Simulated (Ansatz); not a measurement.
**Nudged elastic band of C2H6F2Si (part 2 of 2)**

Continued. System: C2H6F2Si, SMILES C[SiH](F)CF. Method: RHF/def2-SVP (Ansatz 0.2.0). It belongs to a series of runs on one base structure; here: band between the two ends.

Geometry of the input (Å):
```
C  -0.9261  -0.6378  1.1190
Si 0.6594  -0.0329  0.3502
F  1.6872  -1.2727  0.1811
C  0.3727  0.6325  -1.3997
F  -0.5330  1.6661  -1.3164
H  -1.3605  -1.4491  0.5306
H  -0.7598  -1.0052  2.1335
H  -1.6538  0.1757  1.1646
H  1.3263  0.9882  1.1791
H  1.2886  1.0100  -1.8574
H  -0.0357  -0.1318  -2.0638
```

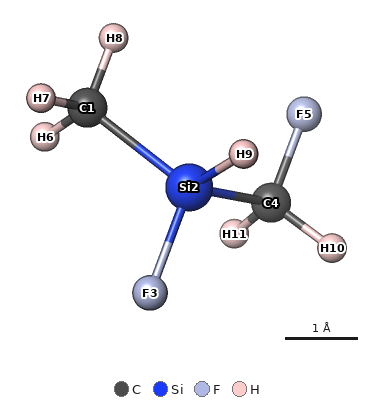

**Figure 1.** The starting structure (ball-and-stick view, seen at a tilt; atoms are numbered from 1 in the order of the input).

Output, continued:
```
Atom 9 at     1.285286     1.101156    -1.817236 Å, force    -0.005619    -0.003273     0.004999 eV/Å
Atom 10 at    -0.135428     0.089850    -2.068993 Å, force     0.009971    -0.005861    -0.000641 eV/Å
Dipole moment:    -0.078389    -0.080804     0.039146 e Å
this run last wrote the band of iteration 5 to [file]
```

The last band as extended XYZ (Å, eV, eV/Å):
```
11
Properties=species:S:1:pos:R:3:forces:R:3 image=0 energy=-15423.19013
C    -0.9261   -0.6378    1.1190   -0.0051   0.0041  -0.0090
Si    0.6594   -0.0329    0.3502    0.0044  -0.0109   0.0015
F     1.6872   -1.2727    0.1811    0.0017   0.0030   0.0000
C     0.3727    0.6325   -1.3997   -0.0019  -0.0075   0.0048
F    -0.5330    1.6661   -1.3164   -0.0018   0.0078  -0.0091
H    -1.3605   -1.4491    0.5306    0.0005  -0.0028  -0.0021
H    -0.7598   -1.0052    2.1335    0.0024   0.0018   0.0070
H    -1.6538    0.1757    1.1646   -0.0003  -0.0009   0.0033
H     1.3263    0.9882    1.1791    0.0023   0.0006   0.0015
H     1.2886    1.0100   -1.8574    0.0000   0.0032   0.0028
H    -0.0357   -0.1318   -2.0638   -0.0023   0.0015  -0.0006
11
Properties=species:S:1:pos:R:3:forces:R:3 image=1 energy=-15423.18536
C    -0.9248   -0.6449    1.1163   -0.0007  -0.0025   0.0003
Si    0.6650   -0.0529    0.3435   -0.0034   0.0060   0.0017
F     1.6706   -1.3055    0.1406    0.0043   0.0005   0.0034
C     0.3667    0.6532   -1.3888   -0.0013   0.0010  -0.0009
F    -0.5067    1.7112   -1.2667    0.0006  -0.0044  -0.0044
H    -1.2675   -1.5646    0.6362   -0.0071   0.0102  -0.0095
H    -0.8047   -0.8426    2.1832    0.0047  -0.0134  -0.0047
H    -1.7023    0.1130    0.9947    0.0048   0.0060   0.0136
H     1.3605    0.9437    1.1785   -0.0037   0.0047   0.0005
H     1.2849    1.0152   -1.8543   -0.0001  -0.0035   0.0002
H    -0.0764   -0.0828   -2.0625    0.0018  -0.0046  -0.0003
11
Properties=species:S:1:pos:R:3:forces:R:3 image=2 energy=-15423.17156
C    -0.9255   -0.6488    1.1150   -0.0019  -0.0018  -0.0034
Si    0.6693   -0.0718    0.3352   -0.0038   0.0098   0.0054
F     1.6485   -1.3394    0.0979    0.0063   0.0005   0.0058
C     0.3640    0.6735   -1.3796   -0.0015   0.0007  -0.0005
F    -0.4901    1.7430   -1.2219   -0.0001  -0.0069  -0.0077
H    -1.1774   -1.6543    0.7696   -0.0123   0.0130  -0.0200
H    -0.8605   -0.6704    2.2043    0.0109  -0.0235  -0.0027
H    -1.7409    0.0226    0.8361    0.0059   0.0137   0.0218
H     1.3962    0.8963    1.1766   -0.0047   0.0089   0.0008
H     1.2820    1.0313   -1.8486   -0.0015  -0.0061   0.0013
H    -0.1004   -0.0391   -2.0639    0.0027  -0.0085  -0.0008
11
Properties=species:S:1:pos:R:3:forces:R:3 image=3 energy=-15423.15369
C    -0.9276   -0.6516    1.1144   -0.0011  -0.0018  -0.0024
Si    0.6715   -0.0897    0.3254   -0.0058   0.0109   0.0064
F     1.6208   -1.3727    0.0508    0.0068  -0.0003   0.0053
C     0.3635    0.6950   -1.3713   -0.0019   0.0038   0.0010
F    -0.4778    1.7701   -1.1840    0.0002  -0.0085  -0.0093
H    -1.0912   -1.7148    0.9237   -0.0121   0.0103  -0.0238
H    -0.9229   -0.4982    2.1950    0.0128  -0.0240   0.0005
H    -1.7701   -0.0952    0.6978    0.0041   0.0178   0.0204
H     1.4313    0.8449    1.1754   -0.0035   0.0088   0.0012
H     1.2817    1.0529   -1.8398   -0.0029  -0.0063   0.0021
H    -0.1141    0.0023   -2.0667    0.0032  -0.0107  -0.0015
11
Properties=species:S:1:pos:R:3:forces:R:3 image=4 energy=-15423.13873
C    -0.9298   -0.6545    1.1134    0.0038  -0.0037   0.0043
Si    0.6722   -0.1077    0.3142   -0.0084   0.0107   0.0050
F     1.5884   -1.4055   -0.0008    0.0054  -0.0016   0.0009
C     0.3642    0.7183   -1.3625   -0.0055   0.0113   0.0039
F    -0.4656    1.7972   -1.1484    0.0034  -0.0100  -0.0094
H    -1.0098   -1.7437    1.0891   -0.0076   0.0059  -0.0170
H    -0.9905   -0.3345    2.1551    0.0093  -0.0149  -0.0003
H    -1.7875   -0.2360    0.5830    0.0000   0.0148   0.0098
H     1.4650    0.7886    1.1757   -0.0010   0.0032   0.0018
H     1.2831    1.0766   -1.8295   -0.0037  -0.0051   0.0032
H    -0.1244    0.0443   -2.0687    0.0043  -0.0107  -0.0022
11
Properties=species:S:1:pos:R:3:forces:R:3 image=5 energy=-15423.13276
C    -0.9311   -0.6584    1.1117    0.0077  -0.0030  -0.0010
Si    0.6716   -0.1272    0.3016   -0.0028   0.0086   0.0052
F     1.5520   -1.4385   -0.0583   -0.0020   0.0026  -0.0050
C     0.3650    0.7440   -1.3521   -0.0148   0.0104   0.0045
F    -0.4516    1.8269   -1.1108    0.0078  -0.0064  -0.0063
H    -0.9355   -1.7410    1.2574   -0.0017   0.0028  -0.0020
H    -1.0611   -0.1862    2.0871    0.0000   0.0012  -0.0030
H    -1.7908   -0.3933    0.4932    0.0018   0.0011   0.0031
H     1.4968    0.7258    1.1771   -0.0003  -0.0080   0.0001
H     1.2853    1.1012   -1.8172   -0.0056  -0.0033   0.0050
H    -0.1354    0.0898   -2.0690    0.0100  -0.0059  -0.0006
11
Properties=species:S:1:pos:R:3:forces:R:3 image=6 energy=-15423.13817
C    -0.9311   -0.6591    1.1111    0.0042  -0.0048   0.0096
Si    0.6698   -0.1317    0.2977   -0.0067  -0.0004   0.0060
F     1.5400   -1.4458   -0.0763   -0.0058  -0.0011  -0.0122
C     0.3656    0.7514   -1.3499    0.0021   0.0149   0.0077
F    -0.4503    1.8338   -1.1073    0.0040  -0.0017  -0.0044
H    -0.8575   -1.6969    1.4452    0.0040   0.0201   0.0079
H    -1.1551   -0.0393    1.9817   -0.0038   0.0044  -0.0222
H    -1.7721   -0.5828    0.4192    0.0014  -0.0176  -0.0002
H     1.5014    0.7059    1.1817    0.0069  -0.0089   0.0018
H     1.2873    1.1085   -1.8126   -0.0081  -0.0006   0.0082
H    -0.1328    0.0990   -2.0698    0.0018  -0.0042  -0.0022
11
Properties=species:S:1:pos:R:3:forces:R:3 image=7 energy=-15423.15264
C    -0.9298   -0.6598    1.1106   -0.0041   0.0002  -0.0044
Si    0.6680   -0.1347    0.2955   -0.0021  -0.0033   0.0134
F     1.5337   -1.4495   -0.0859   -0.0079  -0.0042  -0.0171
C     0.3654    0.7550   -1.3486    0.0003   0.0135   0.0091
F    -0.4495    1.8379   -1.1072    0.0040  -0.0004  -0.0012
H    -0.7941   -1.6126    1.6282    0.0069   0.0247   0.0145
H    -1.2560    0.0806    1.8441   -0.0075   0.0049  -0.0289
H    -1.7294   -0.7826    0.3770    0.0059  -0.0282   0.0080
H     1.5005    0.6946    1.1866    0.0102  -0.0086   0.0001
H     1.2883    1.1111   -1.8097   -0.0049   0.0008   0.0083
H    -0.1317    0.1029   -2.0698   -0.0008   0.0006  -0.0017
11
Properties=species:S:1:pos:R:3:forces:R:3 image=8 energy=-15423.17025
C    -0.9278   -0.6616    1.1093   -0.0070   0.0002  -0.0085
Si    0.6673   -0.1376    0.2949    0.0019  -0.0017   0.0124
F     1.5325   -1.4515   -0.0900   -0.0076  -0.0049  -0.0148
C     0.3639    0.7562   -1.3470   -0.0034   0.0096   0.0072
F    -0.4446    1.8433   -1.1038    0.0043   0.0003   0.0013
H    -0.7512   -1.4929    1.7959    0.0059   0.0254   0.0117
H    -1.3586    0.1644    1.6797   -0.0071   0.0003  -0.0276
H    -1.6646   -0.9826    0.3698    0.0085  -0.0252   0.0123
H     1.4979    0.6905    1.1890    0.0090  -0.0076   0.0007
H     1.2880    1.1076   -1.8092   -0.0027   0.0004   0.0073
H    -0.1374    0.1072   -2.0680   -0.0019   0.0031  -0.0020
11
Properties=species:S:1:pos:R:3:forces:R:3 image=9 energy=-15423.18434
C    -0.9256   -0.6646    1.1072   -0.0066  -0.0021  -0.0020
Si    0.6682   -0.1410    0.2949    0.0014  -0.0005   0.0050
F     1.5343   -1.4535   -0.0918   -0.0042  -0.0032  -0.0078
C     0.3612    0.7570   -1.3441   -0.0033   0.0052   0.0041
F    -0.4314    1.8539   -1.0927    0.0028   0.0008   0.0019
H    -0.7319   -1.3462    1.9387    0.0016   0.0191   0.0024
H    -1.4571    0.2065    1.4975   -0.0027  -0.0046  -0.0179
H    -1.5824   -1.1727    0.3974    0.0087  -0.0123   0.0108
H     1.4970    0.6894    1.1885    0.0049  -0.0050   0.0011
H     1.2865    1.0977   -1.8117   -0.0010  -0.0001   0.0039
H    -0.1535    0.1165   -2.0632   -0.0015   0.0027  -0.0014
11
Properties=species:S:1:pos:R:3:forces:R:3 image=10 energy=-15423.19013
C    -0.9241   -0.6693    1.1046    0.0022  -0.0008  -0.0026
Si    0.6701   -0.1456    0.2948   -0.0023   0.0049   0.0003
F     1.5361   -1.4569   -0.0956   -0.0015  -0.0005   0.0002
C     0.3578    0.7597   -1.3394    0.0043  -0.0048  -0.0019
F    -0.4057    1.8736   -1.0725   -0.0057   0.0045   0.0036
H    -0.7366   -1.1830    2.0498   -0.0007  -0.0012   0.0011
H    -1.5464    0.2050    1.3092    0.0007   0.0017  -0.0027
H    -1.4883   -1.3438    0.4565    0.0015  -0.0007   0.0031
H     1.5000    0.6866    1.1855   -0.0001  -0.0024   0.0005
H     1.2841    1.0818   -1.8181    0.0004  -0.0016  -0.0009
H    -0.1816    0.1348   -2.0540    0.0012   0.0009  -0.0007
```

Key numbers:

| quantity | value |
| --- | --- |
| outcome | converged |
| barrier, forward | 0.057 eV |
| barrier, backward | 0.057 eV |
| wall time | 99 s |
| peak memory | 0.23 GiB |

The order of the saddle point was not checked.
